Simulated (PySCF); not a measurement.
CH₈O₂Si₄

Input file:

```
{"job": {"kind": "nmr", "xc": "PBE0", "basis": "pcSseg-1"}, "charge": 0, "multiplicity": 1}
O     -1.615832    -0.103988     0.971527
C     -2.325528    -0.001307    -0.000742
O     -1.903133     0.126246    -1.207002
Si    -0.201072     0.158781    -1.499996
Si     0.712939    -1.657475    -0.287800
Si     1.486112    -0.141417     1.353938
Si     0.710544     1.683108     0.064365
H     -3.427268    -0.010139     0.070522
H     -0.424790     0.310700    -2.943712
H      1.754111    -2.379507    -1.042198
H     -0.217033    -2.731114     0.089272
H      0.968102    -0.285349     2.716807
H      2.948274    -0.161715     1.558288
H     -0.220657     2.653262     0.657317
H      1.750817     2.547904    -0.522499
```

Launched as:

```sh
OMP_NUM_THREADS=1 python probes_run.py task.json out
```

Geometry: GFN2-xTB.

All numbers below come from PBE0/pcSseg-1, SCF density, gas phase, non-relativistic in PySCF 2.14.0.

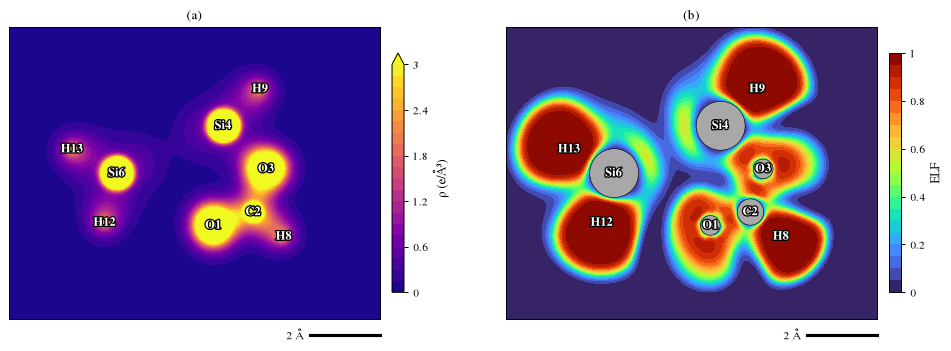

Figure 1. (a) electron density; (b) ELF on the plane of atoms O1, C2 and H8. Grey discs cover the atomic cores in the ELF map.

### Interpret the plot.

- Atoms in the plane: O, C, Si and H.
- C–O (1.21 Å): ρ at the midpoint is about 3.3 e/Å³; the ELF peaks at about 0.85 between the atoms (a short, multiple covalent bond).
- Si–O (1.73 Å): ρ at the midpoint is about 0.94 e/Å³; the ELF peaks at about 0.90 between the atoms, as expected for a polar covalent bond.
- C–H (1.10 Å): ρ is about 2.1 e/Å³ halfway; the ELF climbs to about 1 towards the hydrogen, as it does in any bond to H; a covalent bond by its length.
- C–O (1.28 Å): the density is about 2.8 e/Å³ at the midpoint; the ELF peaks at about 0.90 between the atoms; a polar covalent bond.
- Si–H (1.47 Å): the density is about 0.8 e/Å³ at the midpoint; the ELF climbs to about 1 towards the hydrogen.
- The ELF also peaks beside O1 and O3, away from the bonds: lone-pair regions.

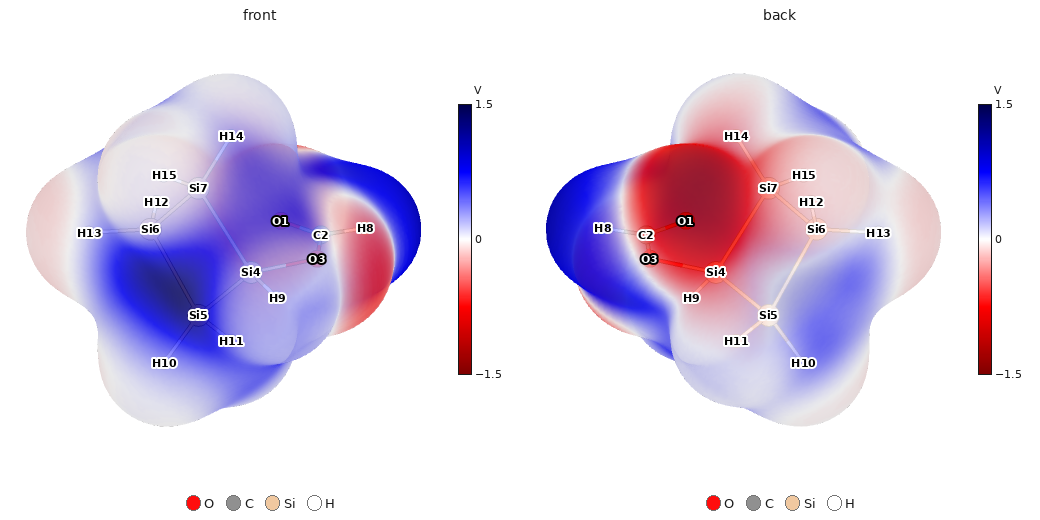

Figure 2. The molecular electrostatic potential painted on the density surface at 0.001 e/bohr³, seen from the front and from behind; red is negative and blue positive.

### Describe the electrostatic potential map.

The most negative region (about −1.2 V) lies over O1, the most positive (about +1.3 V) over Si4. O1 is the likeliest acceptor of a hydrogen bond.

### What dipole moment does the calculation give?

Its dipole moment is 1.33 D.
